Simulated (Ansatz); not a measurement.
The structure below was relaxed with DFT with PBEsol, PAW potentials and a 420 eV plane-wave cutoff in Ansatz (a quantum-chemistry and plane-wave program), scalar-relativistic without spin-orbit coupling, earlier PAW set.

```yaml
crystal:
  lattice:
    - [3.47708, 0.00000, 0.00000]
    - [0.00000, 3.47708, 0.00000]
    - [0.00000, 0.00000, 3.47708]
  atoms:
    - { symbol: Au, position: [0.00000, 0.00000, 0.00000] }
    - { symbol: Br, position: [0.50000, 0.50000, 0.50000] }
```

**Question.** Find the space group and the Wyckoff positions.

**Answer.** Space group Pm-3m (No. 221); a = b = c = 3.477 Å, α = β = γ = 90.00°

```json
[
 {"atom": "Au", "site": "1a", "symmetry": "m-3m", "x": "0.0000", "y": "0.0000", "z": "0.0000"},
 {"atom": "Br", "site": "1b", "symmetry": "m-3m", "x": "0.5000", "y": "0.5000", "z": "0.5000"}
]
```

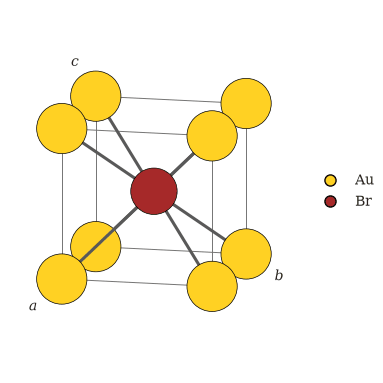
The conventional cell

Whether these cells are dynamically stable was not tested. No Hubbard U is applied, and correlation can decide whether such a compound is a metal. The final runs are not spin-polarised. The cell was made from TlBr by this change: Tl → Au; the result is a hypothetical phase, not in the database extracts checked.
